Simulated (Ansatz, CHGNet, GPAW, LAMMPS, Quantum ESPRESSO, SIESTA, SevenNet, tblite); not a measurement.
## Amorphous polyacrylonitrile (as short chains C14N4H18) at 540 K (108 atoms): runs against a plane-wave reference

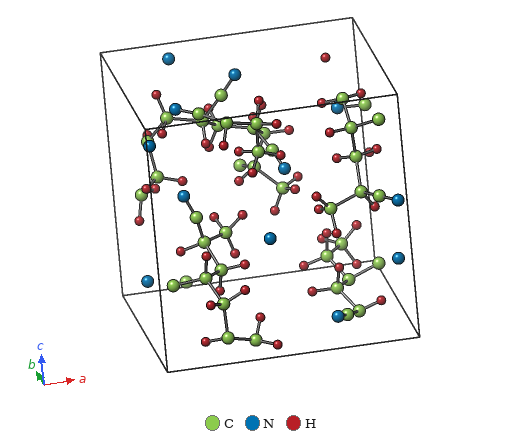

The cell (carbon green, nitrogen blue, hydrogen red). Bonds to atoms that aren't drawn are left out.

Density of this cell: 0.938 g/cm³. The cell holds 108 atoms: 42 C, 12 N and 54 H. Its edges and angles: a = 10.877 Å, b = 10.877 Å, c = 10.877 Å, α = 90.0°, β = 90.0°, γ = 90.0°. 3 polyacrylonitrile chains of 4 units with methyl end groups placed at random, at 0.938 g/cm³; overlaps pushed apart, then 20 ps at 800 K with MMFF94 bonds, angles, torsions, charges and radii (Halgren, J. Comput. Chem. 17, 490 (1996)) in harmonic and 12-6 forms. Snapshot after 30 ps at 540 K and fixed volume.

Geometry: as built.

The reference, a calculation:

- method: Kohn-Sham DFT, PBE, PAW, plane waves (Ansatz 0.2.0); cutoff 420 eV, Γ point, fermi-dirac smearing of 0.05 eV; PAW set soft_2
- r.m.s. force component: 1.085 eV/Å
- longest force: 4.805 eV/Å
- pressure: 1.522 GPa
- gap (highest filled to lowest empty level): 5.45 eV
- SCF cycles: 11
- time: 13 s on 4 threads of Arm Neoverse V1, shared host
- CPU time: 49 s

Runs, in no order:
A. SIESTA PBE, SZP, shift 0.01 Ry, mesh 500 Ry: Kohn-Sham DFT, PBE, PseudoDojo 0.4.1 norm-conserving pseudopotentials (converted to PSML), numerical atomic orbitals (SZP), diagonalisation
B. SevenNet l3i5 potential: machine-learned interatomic potential SevenNet l3i5, trained on PBE(+U) plane-wave data
C. tblite GFN2-xTB: GFN2-xTB tight binding, diagonalisation
D. GPAW PBE, grid h 0.18 Å: Kohn-Sham DFT, PBE, PAW, finite differences on a real-space grid
E. GPAW PBE, LCAO dzp, h 0.28 Å: Kohn-Sham DFT, PBE, PAW, atomic orbitals (dzp)

**Question.** Rank the runs by how far their forces lie from the reference's, least first.

D, B, C, E, A.

| run | Δ force, r.m.s. (meV/Å) | share of r.m.s. force (%) | CPU time |
| --- | --- | --- | --- |
| D. GPAW PBE, grid h 0.18 Å | 18.4 | 1.69 | 4.6 min |
| B. SevenNet l3i5 potential | 166 | 15.3 | 12 s |
| C. tblite GFN2-xTB | 548 | 50.5 | 7 s |
| E. GPAW PBE, LCAO dzp, h 0.28 Å | 949 | 87.4 | 48 s |
| A. SIESTA PBE, SZP, shift 0.01 Ry, mesh 500 Ry | 1882 | 173 | 3.2 min |

Periodic xTB results under one method name differ between programs and library versions. Machine-learned potentials mimic data converged in k, so the reference's own k-point error enters their differences. The network of contacts between molecules at the start is that of the classical potential that made the cell, and needn't be the one that DFT or experiment would give. The electronic-structure runs sample only Γ, in a cell whose shortest periodic width is 11 Å.

[Hosts, paths, dates, database ids (printed as entryN), source tags and the programs' standing remarks are cut or masked in the printed files.]

[The MMFF94 radii named for the starting cell were scaled by 0.96; in molecules described by MMFF94, hydrogen bound to N, O or S took a small fixed 12-6 site in their place.]
